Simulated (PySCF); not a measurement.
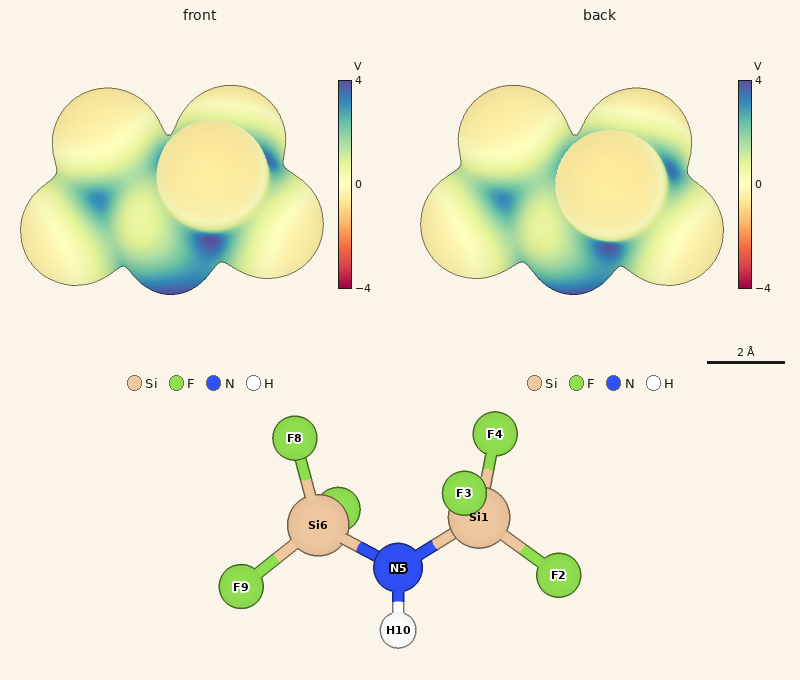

The picture shows: F₆HNSi₂ ((F3Si)2NH). The electrostatic potential painted on the density surface at 0.004 e/bohr³, seen from the front and from behind; the colour scale runs from red (negative) to blue (positive). The bare structure is drawn below in the same view.

Geometry: PBE0-D3(BJ)/def2-SVP.

These are results of wB97X-D/def2-SVPD, SCF density, gas phase (PySCF 2.14.0), not measurements.

```yaml
atoms:
  - { symbol: Si, position_ang: [-1.0494, -0.7720, -0.7960] }
  - { symbol: F, position_ang: [-1.7465, -0.3354, -2.1630] }
  - { symbol: F, position_ang: [-2.1930, -1.3968, 0.1245] }
  - { symbol: F, position_ang: [0.0308, -1.9165, -1.0547] }
  - { symbol: N, position_ang: [-0.2629, 0.5710, -0.1066] }
  - { symbol: Si, position_ang: [1.1554, 0.5700, 0.8360] }
  - { symbol: F, position_ang: [2.5009, 0.5771, -0.0208] }
  - { symbol: F, position_ang: [1.1838, -0.7398, 1.7451] }
  - { symbol: F, position_ang: [1.1730, 1.8818, 1.7443] }
  - { symbol: H, position_ang: [-0.6673, 1.4838, -0.3043] }
```

### Which sites attract a positive test charge, and which a negative one?

A positive charge is drawn to the negative regions and a negative charge to the positive ones. The most negative region (about −0.5 V, or −12 kcal/mol for a unit charge) lies over F3, F4, F7 and F8, the most positive (about +3.8 V, or +88 kcal/mol for a unit charge) over Si1, Si6 and H10.

### How polar is the molecule by this calculation?

Its dipole moment is 2.15 D.
